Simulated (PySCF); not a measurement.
SMILES [Cl][Ge]([Cl])[Cl] (Cl3Ge), doublet, B3LYP/def2-SVP optimised geometry. Atoms within 1.6 Å of the plane z = 0.0 Å (x, y, z in Å): Cl1 (1.45, -1.04, 0.00), Ge2 (-0.74, -1.04, 0.00), Cl4 (-1.45, 1.04, 0.00).

Method: PySCF with unrestricted B3LYP/def2-TZVP. Cells within 0.4 Å of a nucleus heavier than hydrogen are left out (blank, or x).

Map of the electrostatic potential (hartree/e), clipped to [-0.08, 0.12] on the plane z = 0.0 Å:

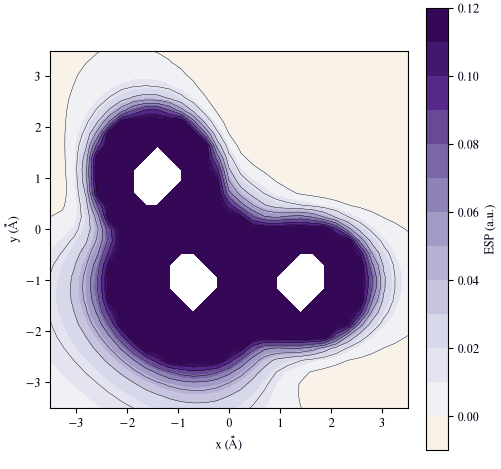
Figure. Electrostatic potential (hartree/e), clipped to [-0.08, 0.12] on the plane z = 0.0 Å.
